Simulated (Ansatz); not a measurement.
Os (fcc, Cu type)

Space group Fm-3m (No. 225); a = b = c = 3.821 Å, α = β = γ = 90.00°

| atom | site | symmetry | x | y | z |
|---|---|---|---|---|---|
| Os | 4a | m-3m | 0.0000 | 0.0000 | 0.0000 |
(The calculation used a cell of 1 atom; values per cell refer to that cell.)

Two coordinates are scanned: the volume, and the ratio of the stretch along z (the conventional c axis) to the stretch across it. Atoms keep their fractional coordinates.

Method: PBEsol (plane waves to 420 eV, PAW, scalar-relativistic; Ansatz, a quantum-chemistry and plane-wave program). k mesh 21×21×21 (Γ-centred), Fermi-Dirac smearing 0.05 eV. Energies are smeared free energies. With partly filled bands, the response to shear is sensitive to the k mesh, so small differences along c/a are uncertain. Os is run without spin polarisation. Os was relaxed with its symmetry unable to fall. Spin-orbit coupling is left out, though Os is heavy. This is one of several known forms of Os; the measured ambient cells at hand have space group No. 194. The zero of ΔE is the relaxed starting cell.

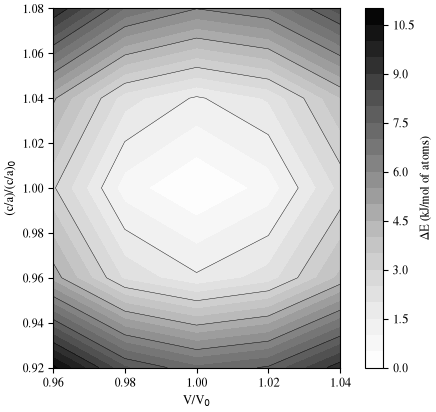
Figure. ΔE (kJ/mol of atoms) over the 5×5 grid of computed points.

Highest place on the grid: V/V₀ = 0.960, (c/a)/(c/a)₀ = 0.920 (110 meV/atom). Lowest place on the grid: V/V₀ = 1.000, (c/a)/(c/a)₀ = 1.000 (0 meV/atom).

(A scan under strain: stresses follow from slopes of the energy per volume, elastic moduli from its curvatures.)
